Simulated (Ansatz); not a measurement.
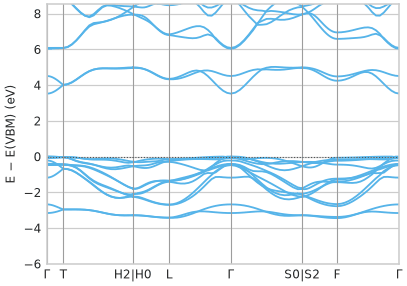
Band structure from DFT-r²SCAN in the program Ansatz with PAW potentials

The gap is 3.52 eV; an edge lies off the plotted path or next to a special point (maximum off the standard path, minimum at Γ).

The material is CdBr2 in space group R-3m (No. 166; Cd on 3a, Cd on 3b, Br on 6c, Br on 6c).

The first step of the workflow began from a Materials Project structure, measured or hypothetical; the Crystallography Open Database files this formula in space group No. 166, but the cells were not matched. Its standing as an ambient phase is unchecked. The cell was relaxed with r²SCAN under the symmetry of its start; its stability against distortions is not shown here. A crystal of weakly bound layers computed without a dispersion correction: the cell and the soft elastic constants depend strongly on that. Scalar-relativistic: spin–orbit coupling is off unless named, which matters more the heavier the elements.

Potentials: the later of the program's two PAW sets.
